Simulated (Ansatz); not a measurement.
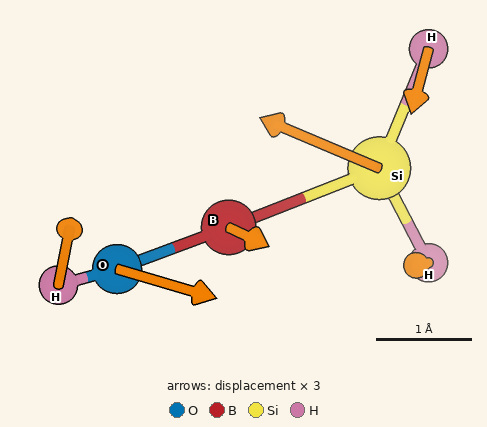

This is a relaxation of BSiH₃O. The starting structure is drawn; orange arrows show the displacements, 3 times their true length. The two geometries are superimposed by the best rigid fit.

Style: ball-and-stick. Shown at a tilt.

It is one of the separated reactants of a reaction.

Theory: RKS PBE-D4/def2-SVP (Ansatz 0.2.0). (force threshold 0.03 eV/Å; at most 250 steps)

What did the optimiser do to the structure, and how much energy did it gain?

Over 12 geometry steps the energy falls by 121.9 kcal/mol. The largest force component goes from 46 to 0.0043 eV/Å. The Si atom moves most after the best rigid fit: 0.54 Å. By element the largest moves are Si 0.54 Å, H 0.45 Å, O 0.40 Å, B 0.19 Å. Among the contacts that change: H–O 0.692 → 0.979 Å, B–O 1.432 → 1.311 Å, H–Si 1.450 → 1.523 Å, B–Si 1.969 → 1.920 Å. Bond angles that change, for instance: B–O–H 172.1° → 118.0°, H–Si–H 133.4° → 104.2°, B–Si–H 112.8° → 97.3°.
